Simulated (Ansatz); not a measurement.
A series of calculations on CH$_{7}$OSi

Part 1: Relaxation

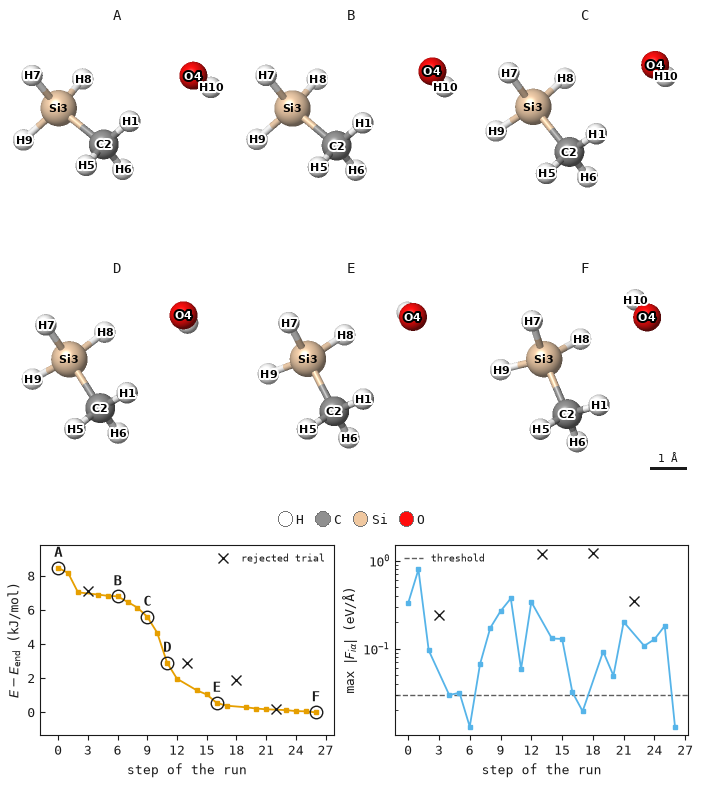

Frames of a relaxation of CH7OSi (multiplicity 2), marked on the history of the run. Style: ball-and-stick. Shown at a tilt.

The run prepares an end point of a later path (reaction) calculation, from a guessed geometry.

Theory: UKS r2SCANh/6-31G* (Ansatz). Settings: collinear spin; force threshold 0.03 eV/Å; at most 50 steps.

Question: What happens along the run?

Answer: H10 moves most after the best rigid fit: 1.74 Å. Largest moves by element: H 1.74 Å, O 0.69 Å, Si 0.52 Å, C 0.49 Å. Some distances before and after: H1–C2 1.082 → 1.093 Å, C2–Si3 1.884 → 1.874 Å. The energy falls by 8.47 kJ/mol in 22 accepted moves (26 points after the start). Largest force component: 0.33 eV/Å at the start, 0.013 eV/Å at the end. The line search rejected the trial steps at points 3, 13, 18, 22 of the run. The forces were under the threshold at step 4, but the run went on from there. The run took 4.9 min on 2 threads of Arm Neoverse V2, on a shared host, peak memory 0.22 GiB. From step 0 to 6: O4 moves most (0.19 Å), energy −1.67 kJ/mol. From step 6 to 9: H10 moves most (0.57 Å), energy −1.20 kJ/mol. From step 9 to 11: H10 moves most (0.39 Å), energy −2.69 kJ/mol. From step 11 to 16: H10 moves most (0.50 Å), energy −2.34 kJ/mol. From step 16 to 26: H10 moves most (0.43 Å), energy −0.56 kJ/mol.

Limits of the set-up: the start holds two separate molecules, 2.3 Å apart at their closest, whose relative position is a soft coordinate and is computed without a dispersion correction.

Part 2: Relaxation

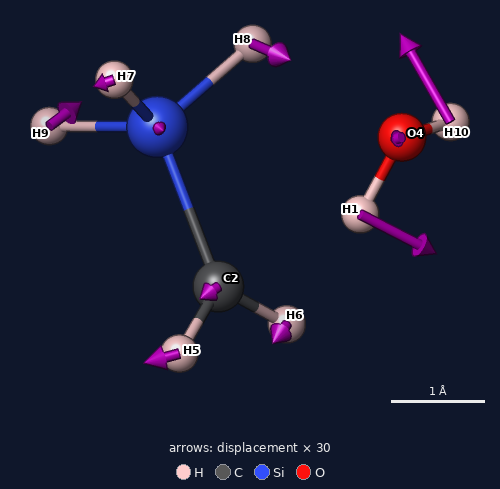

This is a relaxation of CH₇OSi (multiplicity 2). The starting structure is drawn; purple arrows show the displacements, magnified 30 times. The two geometries are superimposed by the best rigid fit.

A ball-and-stick model, seen at a tilt.

The run prepares an end point of a later path (reaction) calculation, from a guessed geometry.

These are results of UKS r2SCANh/6-31G* in Ansatz, not measurements. Set-up: collinear spin; force threshold 0.03 eV/Å; at most 50 steps.

**Atoms of which element are displaced furthest, and by how much?**

Hydrogen: up to 0.038 Å, against 0.009 Å for carbon.

**What did the optimiser do to the structure, and how much energy did it gain?**

The energy falls by less than 0.0005 eV in 2 accepted moves (3 points after the start). Largest force component: 0.041 eV/Å at the start, 0.018 eV/Å at the end. The line search rejected the trial step at point 1 of the run. The largest move after the best rigid fit is that of an H atom, 0.038 Å. By element the largest moves are H 0.038 Å, C 0.009 Å, O 0.006 Å, Si 0.004 Å. Cost: 15 s on 2 threads of Arm Neoverse V2 (shared host), peak memory 0.2 GiB.

Limits of the set-up: the start holds two separate molecules, 2.4 Å apart at their closest, whose relative position is a soft coordinate and is computed without a dispersion correction.

Part 3: Path

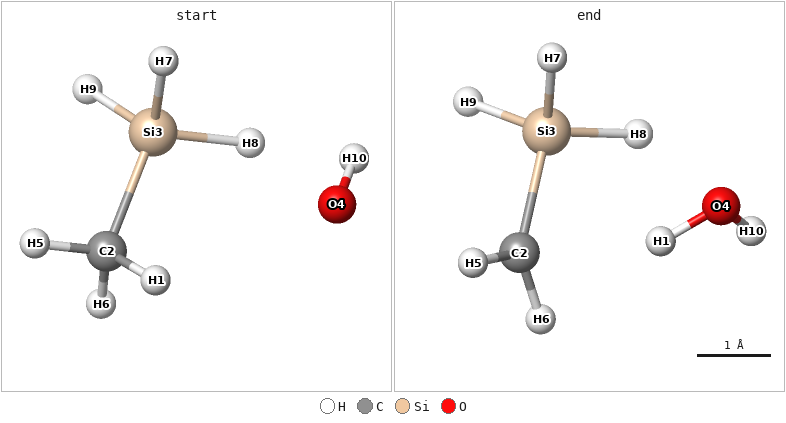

The two relaxed end points of a path for CH7OSi (multiplicity 2), made up of CH6Si and HO. The picture is a ball-and-stick view, seen at a tilt.

All numbers below come from UKS r2SCANh/6-31G* (Ansatz 0.2.0).

Settings: 9 movable images; climbing image; force threshold 0.05 eV/Å; iteration limit 34.

Start:
```xyz
10

H    -1.3349   -0.7803    0.0786
C    -0.5879   -0.9120   -0.7089
Si    0.7963    0.3311   -0.4842
O    -1.0651    0.8778    2.3198
H    -1.0801   -0.7795   -1.6770
H    -0.2100   -1.9375   -0.6600
H     0.2859    1.7295   -0.5101
H     1.4910    0.1349    0.8230
H     1.8275    0.2007   -1.5507
H    -0.1226    1.1350    2.3694
```

End:
```xyz
10

H    -1.4728    0.1025    1.0361
C    -0.3226   -0.9055   -0.7837
Si    0.9786    0.4107   -0.6558
O    -1.2314    0.6735    1.7797
H    -1.1827   -0.8126   -1.4431
H    -0.2206   -1.8803   -0.3118
H     0.3879    1.7609   -0.8143
H     1.6978    0.3003    0.6399
H     1.9902    0.2259   -1.7397
H    -0.6244    0.1247    2.2926
```

Q: Predict the minimum-energy path and its barrier.

A: Forward barrier 4.7 kcal/mol, backward barrier 15.6 kcal/mol, with image 7 at the top; the reaction energy is −10.9 kcal/mol. A hydrogen atom shifts from one atom to another. Breaking: H1–C2 (1.09 → 1.22 at the top → 2.38 Å). Forming: H1–O4 (2.80 → 1.32 at the top → 0.97 Å). The band is converged.

Energies of the converged images:

```csv
image,path (Å),E (kcal/mol)
0,0.00,0.0
1,0.39,0.1
2,0.77,0.2
3,1.16,0.5
4,1.54,0.7
5,1.93,1.0
6,2.31,2.1
7,2.70,4.7
8,3.13,-8.3
9,3.57,-10.5
10,4.00,-10.9
```

The geometry at the top of the path:

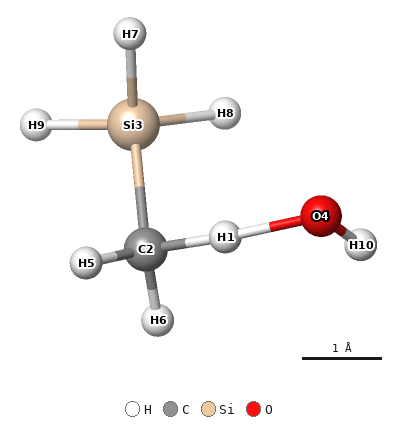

Limits of the set-up: the start holds two separate molecules, 2.4 Å apart at their closest, whose relative position is a soft coordinate and is computed without a dispersion correction.

Cost: 19 min on 2 threads of Arm Neoverse V2 (shared host), peak memory 0.22 GiB.
